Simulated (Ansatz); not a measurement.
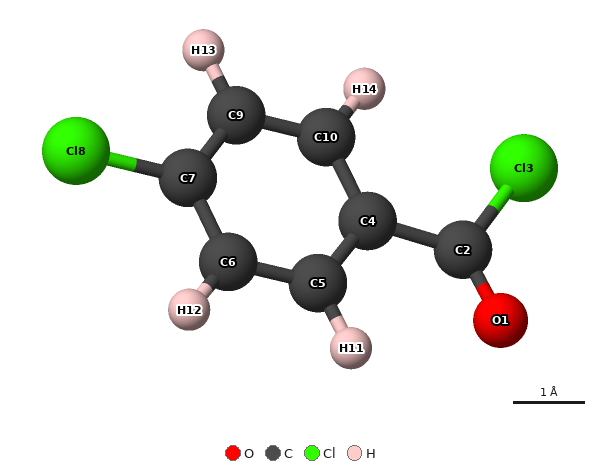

The input geometry of run A (ball-and-stick view, seen at a tilt; atoms are numbered from 1 in the order of the input).

**What a change does: single-point calculation on C7H4Cl2O**

System: C7H4Cl2O.
Method of run A: RKS SPW92 (LDA)/def2-TZVPP (Ansatz 0.2.0).

The geometry comes from this level: PBE0-D4/def2-TZVP. Text and figures count atoms from 1; the logs count them from 0 in places.

**Input file, run A**
```yaml
crystal:
  periodic: [false, false, false]
  atoms:
    - {symbol: O, position_ang: [1.297322, -1.625343, -2.423815]}
    - {symbol: C, position_ang: [1.518986, -1.238265, -1.325716]}
    - {symbol: Cl, position_ang: [3.101295, -1.593393, -0.578099]}
    - {symbol: C, position_ang: [0.587909, -0.465843, -0.482451]}
    - {symbol: C, position_ang: [-0.658768, -0.170843, -1.036021]}
    - {symbol: C, position_ang: [-1.591273, 0.547813, -0.317181]}
    - {symbol: C, position_ang: [-1.273211, 0.974002, 0.965871]}
    - {symbol: Cl, position_ang: [-2.430576, 1.870848, 1.868373]}
    - {symbol: C, position_ang: [-0.039154, 0.690017, 1.531722]}
    - {symbol: C, position_ang: [0.889080, -0.030577, 0.804049]}
    - {symbol: H, position_ang: [-0.881812, -0.514875, -2.038178]}
    - {symbol: H, position_ang: [-2.560367, 0.780939, -0.738699]}
    - {symbol: H, position_ang: [0.186591, 1.032504, 2.533049]}
    - {symbol: H, position_ang: [1.853961, -0.256974, 1.237077]}
basis:
  gaussian: {orbitals: def2-TZVPP}
hamiltonian: {xc: lda}
output: {orbitals: {seedname: orbitals}}
```

Command:
```bash
ansatz run in.yaml --threads 2 --pin off --events-out ev --progress --plain --max-ram 22528MiB --backend cuda --devices 0, --max-vram 18GiB
```

Hardware: 2 CPU threads, shared host.

**Output (run A)**
```
Functional definition: SPW92
  exchange = slater_x
  correlation = pw_c
2235 factors; their error is unknown
mean field evaluation 1: about -34231.8110 eV, gradient 1.1e2 eV
mean field evaluation 2: about -34047.7320 eV, gradient 2.8e2 eV
mean field evaluation 4: about -34248.9983 eV, gradient 6.7e1 eV
mean field evaluation 8: about -34259.2182 eV, gradient 1.2e0 eV
mean field evaluation 16: about -34259.1660 eV, gradient 4.1e-2 eV
mean field -34259.16599834 eV, -1259.0011287422 hartree, gradient 3.4e-5 eV, S^2 0.000000; 0 other end points of the search recorded, 0 dependent functions left out
reference -34259.16604087 eV, -1259.0011303053 hartree; 44, 44 occupied and 344, 344 virtual orbitals, 2235 factors
Total energy: -34259.16604087 eV, -1259.0011303053 hartree
```

The input of run B differs as follows (lines with − go, lines with + come):
```diff
-hamiltonian: {xc: lda}
+hamiltonian: {xc: {name: r2SCANh}, dispersion: d4}
```

How does run B compare with run A?

The total energies belong to different models, so their difference says nothing on which is more stable or more accurate. The HOMO goes from −6.99 to −7.40 eV. The LUMO goes from −3.42 to −2.77 eV.

**Output (run B)**
```
Functional definition: r2SCANh
  parameter a = 0.1
  parameter k0 = 0.174
  parameter k1 = 0.065
  parameter a1 = 4.9479
  exchange = (1 - a)*r2scan_x(k0 = k0, k1 = k1, a1 = a1) + a*exact_x
  correlation = r2scan_c
2235 factors; their error is unknown
mean field evaluation 1: about -34398.1551 eV, gradient 8.2e1 eV
mean field evaluation 2: about -34364.9988 eV, gradient 1.5e2 eV
mean field evaluation 4: about -34412.9097 eV, gradient 2.0e1 eV
mean field evaluation 8: about -34413.6531 eV, gradient 2.1e-1 eV
mean field evaluation 16: about -34413.6603 eV, gradient 1.6e-3 eV
mean field -34413.66030570 eV, -1264.6786898178 hartree, gradient 4.5e-5 eV, S^2 0.000000; 0 other end points of the search recorded, 0 dependent functions left out
reference -34413.66031685 eV, -1264.6786902275 hartree; 44, 44 occupied and 344, 344 virtual orbitals, 2235 factors
Total energy: -34413.80335660 eV, -1264.6839468412 hartree
```

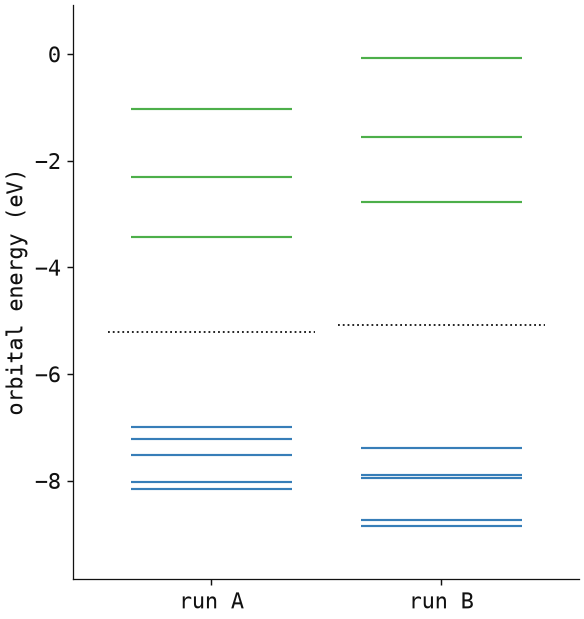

The five highest filled and three lowest empty orbital energies of the two runs; the dotted lines part filled from empty levels. The HOMO–LUMO gap is 3.57 eV in run A and 4.62 eV in run B.

**The two runs side by side**

```csv
quantity,run A,run B
outcome,converged,converged
total energy (hartree),−1259.001130,−1264.683947
HOMO (eV),−6.99,−7.40
LUMO (eV),−3.42,−2.77
basis functions,388,388
wall time (shared host),2.9 s,3.1 s
```
